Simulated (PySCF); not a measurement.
# CH$_{11}$BNSi$_{3}$ (doublet): what the fields show

```xyz
17

Si   -3.1280    0.7213    0.5779
B    -1.8709   -0.5635   -0.2327
C    -0.5080   -0.0991   -0.7069
Si    0.6766   -0.7163    0.7733
N     2.1181   -0.7015   -0.0507
Si    3.4722    0.1730   -0.5867
H    -4.3808    0.8557   -0.1831
H    -3.5191    0.3036    1.9374
H    -2.6028    2.0885    0.7204
H    -2.1699   -1.6952   -0.3277
H    -0.2964    0.9629   -0.7758
H    -0.1195   -0.5901   -1.5953
H     0.3767    0.2061    1.8794
H     0.3283   -2.0853    1.1512
H     3.3322    0.3781   -2.0365
H     4.6201   -0.7026   -0.3205
H     3.6642    1.4764    0.0652
```

Geometry: GFN2-xTB.

Level of theory: UKS B3LYP, pcH-1 on B C H N Si, non-relativistic, mean-field spin-orbit, GIAO (PySCF 2.14.0, density-fitted response routines).

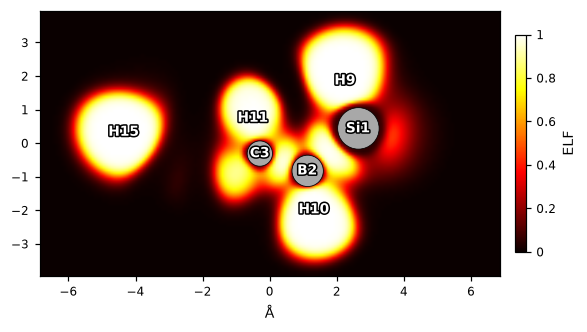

Figure 1. Electron localisation function on the plane of atoms C3, B2 and H10. Grey discs cover the atomic cores.

Question: What does the map show?

Answer: The plane passes through Si, B, C and H nuclei. C–B (1.52 Å): the ELF peaks at about 0.95 between the atoms (localised, covalent bonding). Si–B (1.97 Å): the ELF peaks at about 1 between the atoms: localised, covalent bonding. C–H (1.09 Å): the ELF climbs to about 1 towards the hydrogen, as it does in any bond to H (a covalent bond by its length). B–H (1.17 Å): the ELF climbs to about 1 towards the hydrogen; a covalent bond by its length. Si–H (1.47 Å): the ELF climbs to about 1 towards the hydrogen.

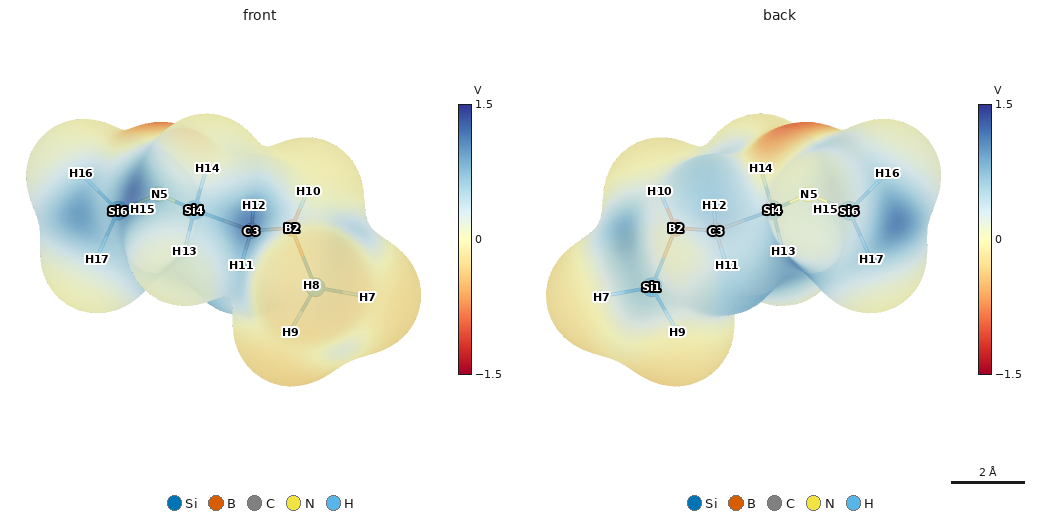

Figure 2. The molecular electrostatic potential painted on the density surface at 0.001 e/bohr³, seen from the front and from behind; red is negative and blue positive.

Question: Which sites attract a positive test charge, and which a negative one?

Answer: A positive charge is drawn to the negative regions and a negative charge to the positive ones. The most negative region (about −0.8 V) lies over N5, the most positive (about +1.2 V) over B2, Si4 and Si6.
